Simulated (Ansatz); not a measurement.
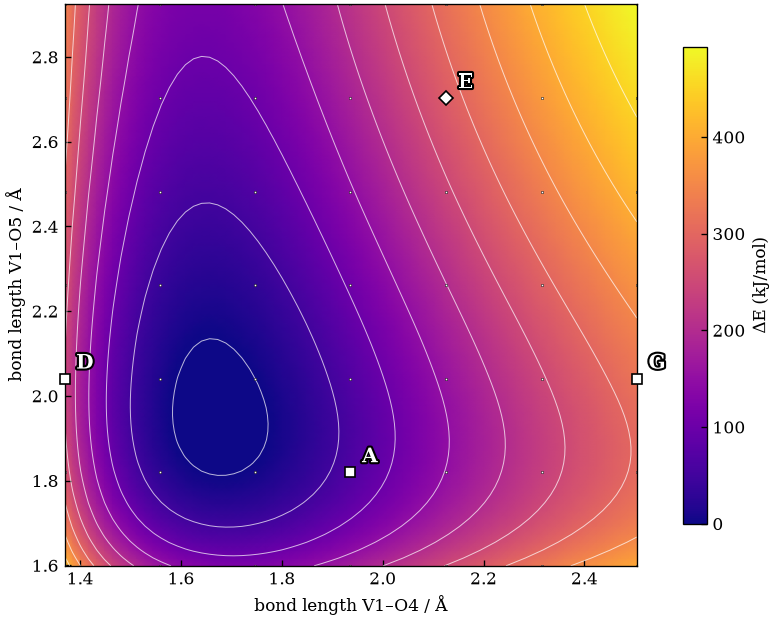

[VO3(OH)]2- (HO₄V), charge −2. 
- The first coordinate is: bond length V1–O4; the second: bond length V1–O5.
- Nothing is relaxed (all other coordinates rigid).
- Grid: 7 × 7 points.
- Energies are in kJ/mol, from the lowest grid point.
- The reference is spin-restricted, which grows unreliable where a bond is stretched far.
- The calculation used RKS PBE0-D4/def2-SVPD in Ansatz 0.2.0.

Drawn: a smooth colour map with a few white contour lines, dots at the grid points, lettered points. Between grid points the surface is interpolated.

**Rank the lettered points by energy, lowest first.**

A (67 kJ/mol), D (249 kJ/mol), E (283 kJ/mol), G (322 kJ/mol).
